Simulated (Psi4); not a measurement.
# GeH3O2F (SMILES [OH][GeH]([OH])[F]) at wB97X-V/def2-SVP

Aim: the energy change on altering one bond length of GeH3O2F at wB97X-V/def2-SVP, from 2 runs. 

The calculation is run with Psi4 1.11.

**1. Starting point**

GeH3O2F: 7 atoms, total charge 0, spin state singlet. SMILES: `[OH][GeH]([OH])[F]`. Geometry: relaxed at PBE0-D4/def2-TZVP. This is one conformer, not always the lowest.

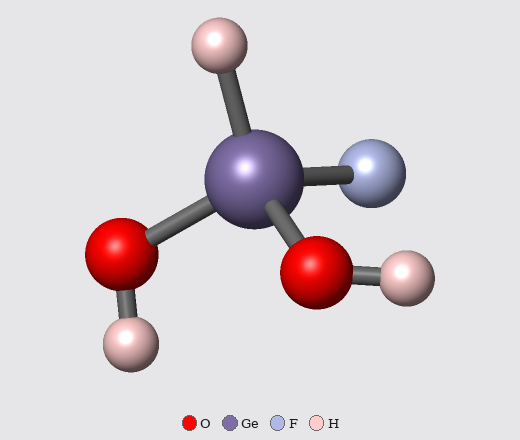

Viewed from a chosen angle; oxygen red, germanium purple, fluorine light blue, hydrogen pink.

**2. A single-point energy at wB97X-V/def2-SVP**

fgeh3o2.dat

```
memory 2200 MB

molecule {
  0 1
  O
  Ge 1 R2
  O 2 R3 1 A3
  F 2 R4 3 A4 1 D4
  H 1 R5 2 A5 4 D5
  H 2 R6 4 A6 5 D6
  H 3 R7 2 A7 6 D7

  R2 = 1.758076
  R3 = 1.747675
  A3 = 108.44394
  R4 = 1.735697
  A4 = 110.10918
  D4 = 113.97581
  R5 = 0.960852
  A5 = 112.39665
  D5 = 19.34784
  R6 = 1.521643
  A6 = 108.50567
  D6 = 117.09271
  R7 = 0.961242
  A7 = 112.75706
  D7 = -164.09512
  units angstrom
  symmetry c1
}

set {
  basis                def2-SVP
  reference            rks
  puream               true
  e_convergence        1e-09
  d_convergence        1e-08
  scf_type             pk
  dft_radial_points    99
  dft_spherical_points 590
}

energy("wb97x-v")
print_variables()
```

Command:

```console
$ psi4 fgeh3o2.dat fgeh3o2.out -n 1
```

fgeh3o2.out:

```text
[...]
  Running in c1 symmetry.
[...]
  Nuclear repulsion =  327.327972022142660
[...]
  Multiplicity = 1
[...]
  Nalpha       = 30
  Nbeta        = 30
[...]
    Number of basis functions: 89
[...]
   @RKS iter   1: -2327.29174776503078   -2.74238e+00   2.60325e-02 ADIIS/DIIS
[...]
   @RKS iter  13: -2328.44860110654236   -4.54747e-12   1.97520e-09 DIIS
[...]
    Orbital Energies [Eh]
    ---------------------
    Doubly Occupied:
       1A   -398.579840     2A    -49.847969     3A    -44.374059
       4A    -44.373346     5A    -44.372829     6A    -24.735258
       7A    -19.233327     8A    -19.232326     9A     -6.379135
      10A     -4.555764    11A     -4.553875    12A     -4.551328
      13A     -1.396139    14A     -1.388919    15A     -1.382000
      16A     -1.379603    17A     -1.379247    18A     -1.246375
      19A     -1.123058    20A     -1.101534    21A     -0.706709
      22A     -0.618909    23A     -0.590004    24A     -0.546823
      25A     -0.524511    26A     -0.494215    27A     -0.479468
      28A     -0.458481    29A     -0.441320    30A     -0.429228
[...]
  @RKS Final Energy: -2328.44860110654236
   => Energetics <=
    Nuclear Repulsion Energy =            327.3279720221426601
    One-Electron Energy =               -3894.8447247068138495
    Two-Electron Energy =                1321.0662742841955151
    DFT Exchange-Correlation Energy =     -82.2458094627442762
    Empirical Dispersion Energy =           0.0000000000000000
    VV10 Nonlocal Energy =                  0.2476867566778985
    Total Energy =                      -2328.4486011065419007
[...]
 Multipole Moments:
 ------------------------------------------------------------------------------------
     Multipole            Electronic (a.u.)      Nuclear  (a.u.)        Total (a.u.)
 ------------------------------------------------------------------------------------
 L = 1.  Multiply by 2.5417464519 to convert [e a0] to [Debye]
 Dipole X            :          0.2477431           -0.2458677            0.0018754
 Dipole Y            :          2.4069370           -2.2701103            0.1368267
 Dipole Z            :          2.0569038           -2.5129331           -0.4560292
 Magnitude           :                                                    0.4761174
[...]
```

Run time: 68 s. Hardware: 1 thread of AMD EPYC 9R45 (Zen 5), shared host; peak memory 1.2 GiB.

**3. The distorted shape**

fgeh3o2_ase.py

```python
import numpy as np
from ase.calculators.psi4 import Psi4
from ase import Atoms

a = Atoms(['O', 'Ge', 'O', 'F', 'H', 'H', 'H'], positions=[
    [0.569370, 2.146492, -0.603932],
    [0.814770, 0.979392, 0.687768],
    [2.440470, 0.350192, 0.562968],
    [-1.260300, -1.284500, 0.113200],
    [-0.286930, 2.047992, -1.028532],
    [0.590870, 1.491992, 2.102868],
    [2.726670, 0.237492, -0.347732],
])
calc = Psi4(atoms=a, method='wb97x-v', basis='def2-SVP', memory='2200MB', num_threads=1, charge=0, multiplicity=1, label='fgeh3o2')
calc.psi4.set_options({'puream': True, 'e_convergence': 1e-09, 'd_convergence': 1e-08, 'scf_type': 'pk', 'dft_radial_points': 99, 'dft_spherical_points': 590})
a.calc = calc

print(f'energy: {a.get_potential_energy():.6f} eV')
```

Command:

```console
$ python fgeh3o2_ase.py
```

fgeh3o2.dat:

```text
[...]
  Running in c1 symmetry.
[...]
  Nuclear repulsion =  278.769474699816669
[...]
  Multiplicity = 1
[...]
  Nalpha       = 30
  Nbeta        = 30
[...]
    Number of basis functions: 89
[...]
   @RKS iter   1: -2327.03126986069674   -3.00794e+00   2.61355e-02 ADIIS/DIIS
[...]
   @RKS iter  16: -2328.26074087058532   -3.63798e-12   8.68455e-09 DIIS
[...]
    Orbital Energies [Eh]
    ---------------------
    Doubly Occupied:
       1A   -398.646805     2A    -49.915340     3A    -44.442836
       4A    -44.439988     5A    -44.439459     6A    -24.589678
       7A    -19.289267     8A    -19.287337     9A     -6.442313
      10A     -4.621328    11A     -4.615270    12A     -4.612731
      13A     -1.449953    14A     -1.447928    15A     -1.443460
      16A     -1.441217    17A     -1.439646    18A     -1.175956
      19A     -1.151426    20A     -1.054487    21A     -0.749779
      22A     -0.665804    23A     -0.595718    24A     -0.554085
      25A     -0.517507    26A     -0.497655    27A     -0.480959
      28A     -0.341840    29A     -0.341696    30A     -0.337264
[...]
  @RKS Final Energy: -2328.26074087058532
   => Energetics <=
    Nuclear Repulsion Energy =            278.7694746998166693
    One-Electron Energy =               -3796.3162116362987035
    Two-Electron Energy =                1271.1669652971982032
    DFT Exchange-Correlation Energy =     -82.1313690780628036
    Empirical Dispersion Energy =           0.0000000000000000
    VV10 Nonlocal Energy =                  0.2503998467613153
    Total Energy =                      -2328.2607408705853231
[...]
 Multipole Moments:
 ------------------------------------------------------------------------------------
     Multipole            Electronic (a.u.)      Nuclear  (a.u.)        Total (a.u.)
 ------------------------------------------------------------------------------------
 L = 1.  Multiply by 2.5417464519 to convert [e a0] to [Debye]
 Dipole X            :         -0.2441399            1.5321723            1.2880324
 Dipole Y            :          0.9866675            0.9587532            1.9454207
 Dipole Z            :          2.7831319           -2.7638268            0.0193051
 Magnitude           :                                                    2.3332514
[...]
```

On the terminal:

```text
energy: -63355.201785 eV
```

It took 79 s on 1 thread of AMD EPYC 9R45 (Zen 5), shared host; peak memory 1.1 GiB.

**4. What came out**

Level: wB97X-V/def2-SVP.

| quantity | value |
| --- | --- |
| first shape: total energy | -2328.44860 Eh |
| first shape: dipole moment | 1.21 D |
| first shape: HOMO energy | -11.68 eV |
| first shape: LUMO energy | 2.70 eV |
| first shape: HOMO–LUMO gap | 14.38 eV |
| distorted shape: total energy | -2328.26074 Eh |
| distorted shape: dipole moment | 5.93 D |
| distorted shape: HOMO energy | -9.18 eV |
| distorted shape: LUMO energy | -1.96 eV |
| distorted shape: HOMO–LUMO gap | 7.22 eV |
| energy change with the Ge2–F4 bond stretched from 1.736 to 3.124 Å | 5.112 eV |

In words: With the Ge2–F4 bond stretched from 1.736 to 3.124 Å the energy rises by 5.11 eV (118 kcal/mol). The first shape isn't relaxed at this level, so the change isn't measured from a minimum. A restricted reference can't describe the breaking bond well at this length.
